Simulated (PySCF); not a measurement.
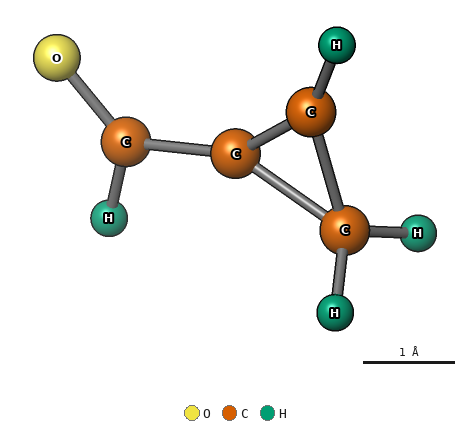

Fig. 1: The structure as given in the input (ball-and-stick view, seen at a tilt). Bond lengths as drawn: C–C 1.31 to 1.50 Å, C–H 1.06 to 1.11 Å and C–O 1.21 Å.

C₄H₄O: spin–spin coupling calculation

- system: C₄H₄O, SMILES O=CC1=CC1
- method: B97-2/3-21G indirect spin-spin coupling, non-relativistic, gas phase (PySCF 2.14.0)

Some settings of this run were made unusual or wrong on purpose. The geometry comes from this level: GFN2-xTB.

**Log**
```
final grid: 77528 points
cycle   1  E = -228.4471777664  dE =  8.801e-01  |g| = 7.556e-01  |ddm| = 3.293e+00
cycle   2  E = -227.9323500515  dE =  5.148e-01  |g| = 1.719e+00  |ddm| = 3.163e+00
cycle   3  E = -228.5709332381  dE = -6.386e-01  |g| = 7.713e-02  |ddm| = 2.467e+00
cycle   4  E = -228.5718344992  dE = -9.013e-04  |g| = 5.862e-02  |ddm| = 2.035e-01
cycle   5  E = -228.5726710289  dE = -8.365e-04  |g| = 1.159e-02  |ddm| = 8.792e-02
cycle   6  E = -228.5726989836  dE = -2.795e-05  |g| = 3.927e-03  |ddm| = 1.386e-02
cycle   7  E = -228.5727019218  dE = -2.938e-06  |g| = 1.524e-03  |ddm| = 5.753e-03
cycle   8  E = -228.5727024806  dE = -5.588e-07  |g| = 4.476e-04  |ddm| = 2.076e-03
cycle   9  E = -228.5727025254  dE = -4.472e-08  |g| = 1.073e-04  |ddm| = 7.496e-04
cycle  10  E = -228.5727025281  dE = -2.784e-09  |g| = 9.543e-06  |ddm| = 1.130e-04
cycle  11  E = -228.5727025282  dE = -2.836e-11  |g| = 4.097e-06  |ddm| = 2.163e-05
cycle  12  E = -228.5727025282  dE = -3.865e-12  |g| = 2.309e-07  |ddm| = 6.971e-06
cycle  13  E = -228.5727025282  dE = -1.648e-12  |g| = 5.705e-08  |ddm| = 4.646e-07
cycle  14  E = -228.5727025282  dE =  2.331e-12  |g| = 2.636e-08  |ddm| = 7.721e-08
cycle  15  E = -228.5727025282  dE = -5.684e-13  |g| = 1.236e-08  |ddm| = 3.894e-08
cycle  16  E = -228.5727025282  dE =  7.390e-13  |g| = 4.803e-09  |ddm| = 1.372e-08
cycle  17  E = -228.5727025282  dE = -2.217e-12  |g| = 4.571e-09  |ddm| = 8.069e-09
cycle  18  E = -228.5727025282  dE =  6.253e-13  |g| = 4.541e-09  |ddm| = 5.947e-09
cycle  19  E = -228.5727025282  dE =  4.547e-13  |g| = 3.206e-09  |ddm| = 1.995e-09
cycle  20  E = -228.5727025282  dE = -1.137e-13  |g| = 1.644e-08  |ddm| = 1.573e-08
cycle  21  E = -228.5727025282  dE = -1.137e-13  |g| = 1.153e-08  |ddm| = 8.795e-09
cycle  22  E = -228.5727025282  dE =  1.137e-13  |g| = 5.957e-09  |ddm| = 1.995e-08
cycle  23  E = -228.5727025282  dE =  5.684e-13  |g| = 9.349e-09  |ddm| = 5.763e-09
cycle  24  E = -228.5727025282  dE = -1.080e-12  |g| = 6.354e-09  |ddm| = 4.894e-09
cycle  25  E = -228.5727025282  dE =  1.251e-12  |g| = 4.408e-09  |ddm| = 2.654e-09
cycle  26  E = -228.5727025282  dE = -1.705e-13  |g| = 2.411e-09  |ddm| = 2.452e-09
cycle  27  E = -228.5727025282  dE = -6.253e-13  |g| = 1.221e-09  |ddm| = 1.617e-09
cycle  28  E = -228.5727025282  dE =  1.364e-12  |g| = 9.708e-10  |ddm| = 1.035e-09
cycle  29  E = -228.5727025282  dE = -1.933e-12  |g| = 4.590e-09  |ddm| = 4.908e-09
cycle  30  E = -228.5727025282  dE =  1.705e-12  |g| = 6.170e-09  |ddm| = 2.400e-09
cycle  31  E = -228.5727025282  dE = -1.705e-13  |g| = 3.449e-09  |ddm| = 3.375e-09
cycle  32  E = -228.5727025282  dE = -7.958e-13  |g| = 5.552e-10  |ddm| = 3.841e-09
cycle  33  E = -228.5727025282  dE =  9.095e-13  |g| = 1.759e-09  |ddm| = 1.863e-09
cycle  34  E = -228.5727025282  dE = -1.705e-12  |g| = 2.427e-09  |ddm| = 7.727e-10
cycle  35  E = -228.5727025282  dE =  1.194e-12  |g| = 2.395e-09  |ddm| = 1.855e-10
cycle  36  E = -228.5727025282  dE =  1.705e-13  |g| = 2.002e-09  |ddm| = 4.881e-10
cycle  37  E = -228.5727025282  dE = -5.684e-14  |g| = 1.489e-09  |ddm| = 6.248e-10
cycle  38  E = -228.5727025282  dE = -3.979e-13  |g| = 4.619e-10  |ddm| = 1.779e-09
cycle  39  E = -228.5727025282  dE = -7.958e-13  |g| = 1.784e-09  |ddm| = 1.797e-09
cycle  40  E = -228.5727025282  dE =  5.684e-14  |g| = 2.196e-09  |ddm| = 5.246e-10
cycle  41  E = -228.5727025282  dE = -3.979e-13  |g| = 1.597e-09  |ddm| = 6.907e-10
cycle  42  E = -228.5727025282  dE =  1.535e-12  |g| = 7.169e-10  |ddm| = 9.942e-10
cycle  43  E = -228.5727025282  dE =  5.684e-14  |g| = 2.302e-10  |ddm| = 9.250e-10
cycle  44  E = -228.5727025282  dE =  0.000e+00  |g| = 7.695e-10  |ddm| = 6.615e-10
converged SCF energy = -228.5727025282

Indirect spin-spin couplings (Hz)
  i      j    bonds     total        FC       PSO       DSO        SD
  0 O    1 C    1     24.110    10.058    15.949    -0.098    -1.800
  0 O    2 C    2      0.008    -0.341    -0.714     0.026     1.036
  0 O    3 C    3     -6.948    -2.844    -0.832     0.030    -3.303
  0 O    4 C    3      0.238    -0.065     0.314     0.052    -0.064
  0 O    5 H    2      0.289    -3.128     3.559     0.359    -0.501
  0 O    6 H    4      1.005     0.918    -0.057     0.101     0.043
  0 O    7 H    4     -0.847    -1.177     0.163     0.178    -0.011
  0 O    8 H    4     -0.828    -1.165     0.166     0.179    -0.008
  1 C    2 C    1     49.239    49.824    -1.522     0.296     0.641
  1 C    3 C    2     -5.805    -6.109     0.743    -0.079    -0.360
  1 C    4 C    2      0.624     0.762    -0.171    -0.044     0.078
  1 C    5 H    1    126.128   125.498    -0.394     1.068    -0.045
  1 C    6 H    3      1.679     1.786     0.233    -0.345     0.005
  1 C    7 H    3     -1.788    -1.648     0.022    -0.195     0.031
  1 C    8 H    3     -1.773    -1.633     0.020    -0.193     0.032
  2 C    3 C    1     44.582    46.008    -4.746     0.199     3.121
  2 C    4 C    1      7.963     8.151    -0.194     0.196    -0.190
  2 C    5 H    2     18.411    18.654    -0.236    -0.092     0.085
  2 C    6 H    2     -4.664    -3.714    -0.196    -0.796     0.043
  2 C    7 H    2      0.516     0.809     0.086    -0.302    -0.077
  2 C    8 H    2      0.480     0.773     0.087    -0.302    -0.078
  3 C    4 C    1      9.698    10.357    -0.547     0.161    -0.273
  3 C    5 H    3      4.913     5.174     0.378    -0.508    -0.131
  3 C    6 H    1    149.180   148.945    -0.998     0.780     0.453
  3 C    7 H    2     -5.337    -4.971     0.085    -0.391    -0.061
  3 C    8 H    2     -5.334    -4.967     0.087    -0.390    -0.064
  4 C    5 H    3     -0.207    -0.196    -0.002    -0.094     0.086
  4 C    6 H    2      0.706     0.784     0.282    -0.652     0.292
  4 C    7 H    1    118.191   116.586     0.784     0.791     0.029
  4 C    8 H    1    118.058   116.453     0.785     0.791     0.029
  5 H    6 H    4     -1.394    -0.180     0.693    -1.859    -0.049
  6 H    7 H    3     -1.187     0.287     0.683    -2.048    -0.109
  6 H    8 H    3     -1.181     0.289     0.681    -2.043    -0.108
  7 H    8 H    2     -1.659    -0.600     1.437    -2.920     0.424
```

This output came from the following input.

**Input**
```
{"job": {"kind": "j", "xc": "B97-2", "basis": "3-21G", "scf": {"conv": 1e-15, "max_cycle": 53}}, "charge": 0, "multiplicity": 1}
O      2.118918     1.447513     0.303888
C      1.556302     0.486344    -0.160691
C      0.171634     0.166295     0.056470
C     -0.993278     0.444633     0.592557
C     -0.943283    -0.799786    -0.236229
H      2.087181    -0.238438    -0.808220
H     -1.616466     1.067450     1.186527
H     -0.959952    -1.765054     0.255968
H     -1.407495    -0.802964    -1.215449
```

The first line tells a small driver script what to run in PySCF; the rest is the geometry in Å.

Command:
```bash
OMP_NUM_THREADS=1 python <driver script> task.json out
```

**Outcome**

- outcome: converged
- total energy: −228.572703 hartree
- HOMO: −7.00 eV
- LUMO: −2.02 eV
- dipole moment: 2.55 D
- hardware: 1 CPU thread, shared host
- wall time: 14 s
- peak memory: 0.32 GiB

**Diagnosis**

Some settings of this run were drawn to be unusual or wrong. It converged; results that depend on the unusual settings are not reference values.
